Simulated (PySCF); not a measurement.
# [Nd(H2O)4]2+: other functionals and bases at one geometry

Aim: see how levels, charges and forces of [Nd(H2O)4]2+ depend on the level of theory. It is a constructed species; whether it can be made isn't addressed.

Method: several levels, as the steps say, no spin–orbit coupling; program: PySCF 2.14.0.

1 further run of the same task is left out (for a known fault of the program).

**1. The starting structure**

13 atoms, charge 2, spin multiplicity 1.

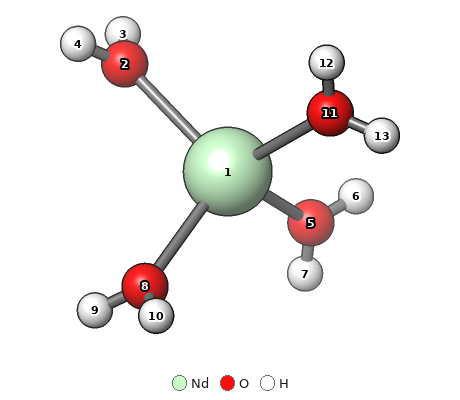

The structure; neodymium light green, oxygen red, hydrogen white; atoms are numbered from 1 in the order of the file.

Coordinates:

```xyz
13
charge 2, multiplicity 1
Nd    0.00002    0.00000    0.00000
O     1.54289    1.41778    1.47968
H     1.46534    1.59076    2.43193
H     2.34642    1.89813    1.22225
O    -1.54284   -1.47968    1.41780
H    -2.34667   -1.22219    1.89789
H    -1.46514   -2.43197    1.59090
O     1.54289   -1.41778   -1.47968
H     2.34642   -1.89813   -1.22225
H     1.46534   -1.59076   -2.43193
O    -1.54284    1.47968   -1.41780
H    -1.46514    2.43197   -1.59090
H    -2.34667    1.22219   -1.89789
```

Formal oxidation states: Nd +2. Each metal's 4 4f electrons lie in its core potential, so multiplicities, spins and levels count the valence alone. An earlier session relaxed this geometry at PBE0, Nd lcecp-0-SVP with ECP50, O def2-SVP, H def2-SVP (singlet, point group S4).

At PBE0 on the finer grid: E = -332.544173 Eh, frontier levels not given, since the 4f levels lie in the core, Mulliken charge on Nd1 +1.29 e, largest force component 0.008 eV/Å. 

Levels to run: PBE; BLYP; PBE0, TZVP. Hardware: 2 threads of Arm Neoverse V2, shared host.

**2. PBE**

run.py (the lines that set the calculation) reads:

```python
mol = gto.M(atom='''
Nd     0.00002     0.00000     0.00000
O      1.54289     1.41778     1.47968
H      1.46534     1.59076     2.43193
H      2.34642     1.89813     1.22225
O     -1.54284    -1.47968     1.41780
H     -2.34667    -1.22219     1.89789
H     -1.46514    -2.43197     1.59090
O      1.54289    -1.41778    -1.47968
H      2.34642    -1.89813    -1.22225
H      1.46534    -1.59076    -2.43193
O     -1.54284     1.47968    -1.41780
H     -1.46514     2.43197    -1.59090
H     -2.34667     1.22219    -1.89789''',
    basis={'Nd': 'lcecp-0-SVP', 'O': 'def2-SVP', 'H': 'def2-SVP'},
    ecp={'Nd': 'lcecp-0-SVP'},
    charge=2, spin=0)
mf = dft.RKS(mol, xc='PBE')
mf.grids.atom_grid = (75, 302)  # f atoms: unpruned, at least (60, 302)
mf = mf.density_fit()  # fitting sets: Nd AutoAux, O def2-universal-JKFIT, H def2-universal-JKFIT
mf.conv_tol = 1e-08; mf.max_cycle = 55
mf.kernel(dm0)  # dm0: the density of the relaxed state
```

Command:

```sh
> OMP_NUM_THREADS=2 python run.py
```

Output:

```text
init E= -332.541266839211
cycle= 1 E= -332.544119885971  delta_E= -0.00285  |g|= 0.0397  |ddm|= 0.229
cycle= 2 E= -332.543375993124  delta_E= 0.000744  |g|= 0.077  |ddm|= 0.0863
cycle= 3 E= -332.544477101245  delta_E= -0.0011  |g|= 0.00308  |ddm|= 0.0471
cycle= 4 E= -332.544480274661  delta_E= -3.17e-06  |g|= 0.000627  |ddm|= 0.00517
cycle= 5 E= -332.544480350626  delta_E= -7.6e-08  |g|= 5.6e-05  |ddm|= 0.000439
cycle= 6 E= -332.544480351224  delta_E= -5.98e-10  |g|= 4.66e-06  |ddm|= 4.25e-05
Extra cycle  E= -332.544480351213  delta_E= 1.13e-11  |g|= 8.57e-06  |ddm|= 8.55e-06
converged SCF energy = -332.544480351213
```

It took 8.7 s on 2 threads of Arm Neoverse V2, shared host.

Result: E = -332.544480 Eh, frontier levels not given, since the 4f levels lie in the core, Mulliken charge on Nd1 +1.16 e, largest force component 0.511 eV/Å. 

**3. BLYP**

run.py (the lines that set the calculation): that of step 2 with these lines changed.

```diff
@@ -17,3 +17,3 @@
     charge=2, spin=0)
-mf = dft.RKS(mol, xc='PBE')
+mf = dft.RKS(mol, xc='BLYP')
 mf.grids.atom_grid = (75, 302)  # f atoms: unpruned, at least (60, 302)
```

Command:

```sh
> OMP_NUM_THREADS=2 python run.py
```

Output:

```text
init E= -332.762960053588
cycle= 1 E= -332.768836731739  delta_E= -0.00588  |g|= 0.0166  |ddm|= 0.303
cycle= 2 E= -332.768894539055  delta_E= -5.78e-05  |g|= 0.0103  |ddm|= 0.0389
cycle= 3 E= -332.768909388037  delta_E= -1.48e-05  |g|= 0.00621  |ddm|= 0.0115
cycle= 4 E= -332.768916672492  delta_E= -7.28e-06  |g|= 0.000587  |ddm|= 0.0045
cycle= 5 E= -332.768916760004  delta_E= -8.75e-08  |g|= 5.58e-05  |ddm|= 0.000618
cycle= 6 E= -332.768916760617  delta_E= -6.13e-10  |g|= 3.44e-06  |ddm|= 5.6e-05
Extra cycle  E= -332.768916760615  delta_E= 2.27e-12  |g|= 4.45e-06  |ddm|= 8.08e-06
converged SCF energy = -332.768916760615
```

It took 8.6 s on 2 threads of Arm Neoverse V2, shared host.

Result: E = -332.768917 Eh, frontier levels not given, since the 4f levels lie in the core, Mulliken charge on Nd1 +1.14 e, largest force component 0.618 eV/Å. 

**4. PBE0, TZVP**

Basis: Nd lcecp-0-TZVP with ECP50, O def2-TZVP, H def2-TZVP. 

run.py (the lines that set the calculation): that of step 3 with these lines changed.

```diff
@@ -14,6 +14,6 @@
 H     -2.34667     1.22219    -1.89789''',
-    basis={'Nd': 'lcecp-0-SVP', 'O': 'def2-SVP', 'H': 'def2-SVP'},
-    ecp={'Nd': 'lcecp-0-SVP'},
+    basis={'Nd': 'lcecp-0-TZVP', 'O': 'def2-TZVP', 'H': 'def2-TZVP'},
+    ecp={'Nd': 'lcecp-0-TZVP'},
     charge=2, spin=0)
-mf = dft.RKS(mol, xc='BLYP')
+mf = dft.RKS(mol, xc='PBE0')
 mf.grids.atom_grid = (75, 302)  # f atoms: unpruned, at least (60, 302)
@@ -21,2 +21,2 @@
 mf.conv_tol = 1e-08; mf.max_cycle = 55
-mf.kernel(dm0)  # dm0: the density of the relaxed state
+mf.kernel(dm0)  # dm0: free metal ions and neutral atoms
```

Command:

```sh
> OMP_NUM_THREADS=2 python run.py
```

Output:

```text
init E= -332.392088683204
cycle= 1 E= -332.490809164924  delta_E= -0.0987  |g|= 1.51  |ddm|= 1.99
cycle= 2 E= -332.092594749136  delta_E= 0.398  |g|= 2.15  |ddm|= 1.74
cycle= 3 E= -332.904642864478  delta_E= -0.812  |g|= 0.132  |ddm|= 1.04
cycle= 4 E= -332.90798023613  delta_E= -0.00334  |g|= 0.0138  |ddm|= 0.103
cycle= 5 E= -332.908015067426  delta_E= -3.48e-05  |g|= 0.0015  |ddm|= 0.0112
cycle= 6 E= -332.908015481644  delta_E= -4.14e-07  |g|= 0.000115  |ddm|= 0.000885
cycle= 7 E= -332.908015481565  delta_E= 7.86e-11  |g|= 0.000126  |ddm|= 0.000105
cycle= 8 E= -332.908015484166  delta_E= -2.6e-09  |g|= 4.71e-06  |ddm|= 5.45e-05
Extra cycle  E= -332.908015484168  delta_E= -1.59e-12  |g|= 5.03e-06  |ddm|= 4.71e-06
converged SCF energy = -332.908015484168
```

Wall time 34 s (2 threads of Arm Neoverse V2, shared host).

Read off: E = -332.908015 Eh, frontier levels not given, since the 4f levels lie in the core, Mulliken charge on Nd1 +1.63 e, largest force component 0.229 eV/Å. 

**5. All levels side by side**

| level | state | charge on Nd1 (e) | dipole (D) | largest force (eV/Å) | basis functions | time |
| --- | --- | --- | --- | --- | --- | --- |
| PBE0 (relaxed here) | singlet | 1.29 | 0.00 | 0.01 | 127 | 30 s |
| PBE | singlet | 1.16 | 0.00 | 0.51 | 127 | 8.7 s |
| BLYP | singlet | 1.14 | 0.00 | 0.62 | 127 | 8.6 s |
| PBE0, TZVP | singlet | 1.63 | 0.00 | 0.23 | 219 | 34 s |

Times are on 2 threads of Arm Neoverse V2, shared host; the first row also made further properties. The dipole of a charged species depends on the origin, so these sizes hold for this origin alone.

The largest leftover force, 0.62 eV/Å with BLYP, stands at a geometry relaxed at another level. The Mulliken charge on Nd spans +1.14 to +1.63 e over the levels. With 4f in the core, its levels are missing from HOMO and gap. Total energies of different levels can't be compared. Spin–orbit coupling is left out throughout.
